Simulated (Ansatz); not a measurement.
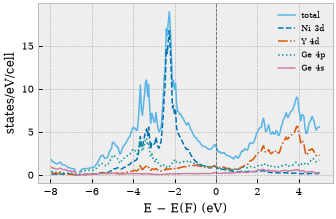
Total and projected density of states of YNiGe₂ in space group Cmcm (No. 63; Y on 4c, Ni on 4c, Ge on 4c, Ge on 4c), r²SCAN in the plane-wave PAW code Ansatz

Question: Which orbitals carry the states next to the Fermi level?

Answer: Within 0.5 eV of the Fermi level: Y 4d 30 %, Ge 4p 30 %, Ni 3d 28 %, Ge 4s 7 %. Projections are on Löwdin-orthogonalised atomic valence shells; empty p or d shells of many metals are not among them.

Question: Where is the tallest occupied peak in this window, and what makes it?

Answer: Near -2.2 eV, about 19 states/eV per cell; the largest projected share is Ni 3d.

The first step of the workflow began from a Materials Project structure, measured or hypothetical; the Crystallography Open Database copy checked does not list it. Whether it is the stable phase at ambient conditions was not checked. The r²SCAN relaxation kept the symmetry of its start; its stability against distortions is not shown here. The run is not spin-polarised. Scalar-relativistic: spin–orbit coupling is off unless named, which matters more the heavier the elements.

Potentials: the later of the program's two PAW sets.
